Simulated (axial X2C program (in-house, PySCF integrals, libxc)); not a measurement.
## CsRb: relativistic diatomic calculation

- system: CsRb, single determinant with Ω = 0. The distance is the PBE0 minimum at charge 0.
- method: expectation values, HF and Kohn-Sham, two-component X2C with atomic mean-field Coulomb and Gaunt terms, Cs dyall-cv3z, Rb dyall-cv3z (cores contracted) (axial X2C program (in-house, PySCF integrals, libxc))

**The input**
```
{"zs": [55, 37], "q": 0, "bas": ["dyall-cv3z", "dyall-cv3z"], "r0": 4.42, "levels": ["PBE0", "HF", "BHandHLYP", "B3LYP", "r2SCAN"], "nst": 2}
```

The line is the task of a batch: nuclear charges, charge, bases, the levels to run, a first guess of the distance and further settings. This report covers the levels named above. The log is that of the reference distance.

The run was one of a batch that the task file lists, launched with:
```bash
python <driver script> task.json out
```

**The program's output**
```
two-component X2C + atomic mean field  PBE0
basis functions 270  fitting functions 1387  grid points 5811
iter        total energy     max residual
   1     -10762.146472173     5.34e-01
   2     -10762.274276542     3.67e-03
   3     -10762.274397527     1.87e-03
   4     -10762.274497043     5.94e-04
   5     -10762.274500738     3.08e-04
   6     -10762.274502583     8.81e-05
   7     -10762.274502640     4.20e-05
   8     -10762.274502656     4.40e-06
   9     -10762.274502656     3.30e-06
converged
one-electron -15241.66166890  Coulomb 4542.22196151  exact exchange -72.73322411  xc functional -222.51832311  nuclear repulsion 238.56349673  atomic mean-field constant -6.14674477
```

**Expectation values by level of theory**

| quantity | PBE0 | HF | BHandHLYP | B3LYP | r2SCAN |
| --- | --- | --- | --- | --- | --- |
| effective field for an electron dipole moment (GV/cm) | – | – | – | – | – |
| field gradient at the first nucleus (a.u.) | −0.103 | −0.0469 | −0.0738 | −0.0866 | −0.0893 |
| field gradient at the second nucleus (a.u.) | −0.0477 | −0.0135 | −0.0309 | −0.0354 | −0.0440 |
| A∥/gI, first nucleus (MHz) | – | – | – | – | – |
| A∥/gI, second nucleus (MHz) | – | – | – | – | – |

Each column comes from one determinant, in a basis with contracted cores. A dash marks a value that vanishes by symmetry, wasn't computed or didn't converge. The spread over the levels shows only part of the uncertainty.

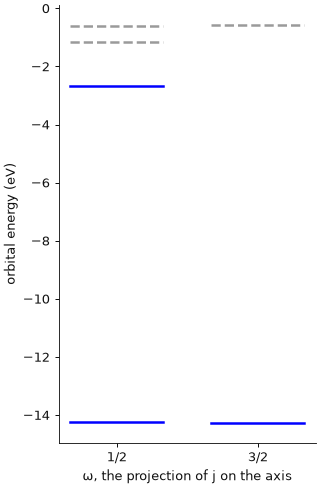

**Figure 1.** Orbital energies (PBE0) near the frontier at 4.51 Å, filled (solid) and empty (dashed); the Kramers partners at −ω are degenerate and not drawn. The highest filled spinor (1/2; 47 % Rb s, 42 % Cs s) lies at −2.69 eV, the lowest empty one (1/2; 27 % Cs s, 27 % Cs p) at −1.17 eV.

**Summary**

- outcome: converged
- hardware: 1 thread of Arm Neoverse N1, 16 GiB of memory available, shared host
- wall time: 9.3 s
- peak memory: 0.65 GiB
